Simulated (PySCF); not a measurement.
# CH₁₀O₂PSi₃ (doublet): what the fields show

```yaml
atoms:
  - { symbol: O, position_ang: [1.3735, 0.8456, 0.8662] }
  - { symbol: C, position_ang: [2.5140, 0.2511, 0.4396] }
  - { symbol: O, position_ang: [2.3512, -0.4590, -0.7634] }
  - { symbol: Si, position_ang: [0.8895, -1.0932, -1.0627] }
  - { symbol: P, position_ang: [-0.2519, -0.0306, 0.5567] }
  - { symbol: Si, position_ang: [-2.3008, -1.2672, 0.7805] }
  - { symbol: Si, position_ang: [-0.9070, 1.9338, -0.2827] }
  - { symbol: H, position_ang: [2.9211, -0.4497, 1.1904] }
  - { symbol: H, position_ang: [3.2629, 1.0352, 0.2470] }
  - { symbol: H, position_ang: [0.5770, -0.7182, -2.4352] }
  - { symbol: H, position_ang: [0.8766, -2.5317, -0.7957] }
  - { symbol: H, position_ang: [-3.1303, -0.4224, 1.6349] }
  - { symbol: H, position_ang: [-1.9602, -2.5163, 1.4551] }
  - { symbol: H, position_ang: [-3.0180, -1.5682, -0.4596] }
  - { symbol: H, position_ang: [-0.0857, 2.2963, -1.4385] }
  - { symbol: H, position_ang: [-0.8165, 2.9432, 0.7693] }
  - { symbol: H, position_ang: [-2.3025, 1.7634, -0.7120] }
```

Geometry: GFN2-xTB.

Method: UKS B3LYP, pcH-1 on C H O P Si, non-relativistic, mean-field spin-orbit, GIAO in PySCF.

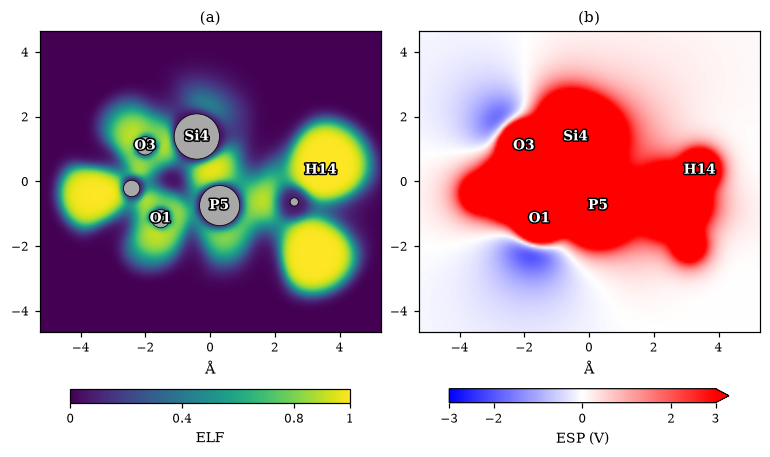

Figure 1. (a) electron localisation function; (b) electrostatic potential on the plane of atoms O3, Si4 and P5. Grey discs cover the atomic cores in the ELF map.

Q: Interpret the plot.

A: The section cuts through O, Si, P and H sites.
Si–O (1.62 Å): the ELF peaks at about 0.85 between the atoms: a polar covalent bond.
P–O (1.87 Å): the ELF peaks at about 0.85 in the valence shell of O, 0.6 Å from its nucleus, and is about 0.60 at the midpoint.
Si–P (2.25 Å): the ELF peaks at about 0.95 between the atoms (localised, covalent bonding).
The ELF also peaks beside O1 and O3, away from the bonds: non-bonding electrons, paired or unpaired.
Outside the dense part of the molecule the potential is most negative (−2.0 V) near O1.

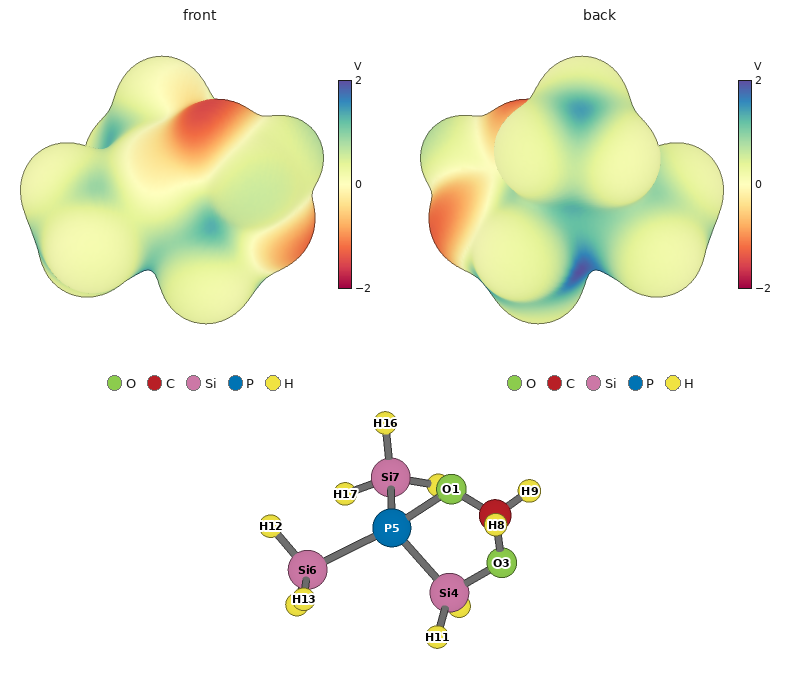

Figure 2. The molecular electrostatic potential painted on the density surface at 0.002 e/bohr³, seen from the front and from behind; red is negative and blue positive. The bare structure is drawn below in the same view.

Q: Where is the surface potential most negative and most positive?

A: The most negative region (about −1.4 V, or −32 kcal/mol for a unit charge) lies over O1, the most positive (about +1.8 V, or +42 kcal/mol for a unit charge) over Si4. O1 is the likeliest acceptor of a hydrogen bond.
